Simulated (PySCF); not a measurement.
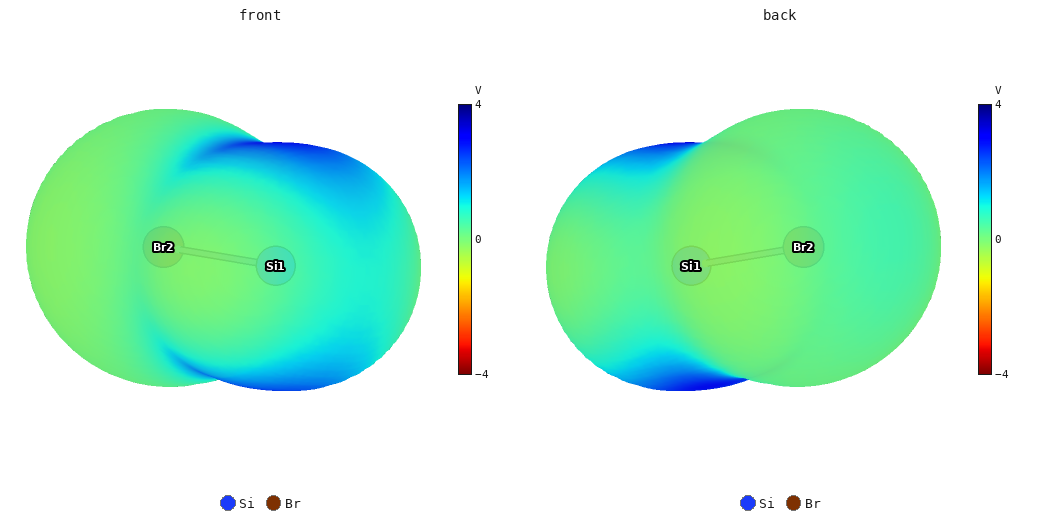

*SiBr (doublet). The molecular electrostatic potential painted on the density surface at 0.004 e/bohr³, seen from the front and from behind; the colour scale runs from red (negative) to blue (positive).*

Computed with PySCF 2.14.0, PBE0/cc-pVTZ(-PP), non-relativistic Hamiltonian with scalar-relativistic core potentials where named, at a bond length of 2.238 Å.

```csv
atom,x (Å),y (Å),z (Å)
Si,0.0000,0.0000,-1.6523
Br,0.0000,0.0000,0.5857
```

Question: Which sites attract a positive test charge, and which a negative one?

Answer: A positive charge is drawn to the negative regions and a negative charge to the positive ones. The most negative region (about −0.2 V) lies over Br2, the most positive (about +2.9 V, or +67 kcal/mol for a unit charge) over Si1. Br2 shows a σ-hole: about +0.6 V, or +14 kcal/mol for a unit charge at the tip opposite its bond, against about 0.0 V on its flanks.
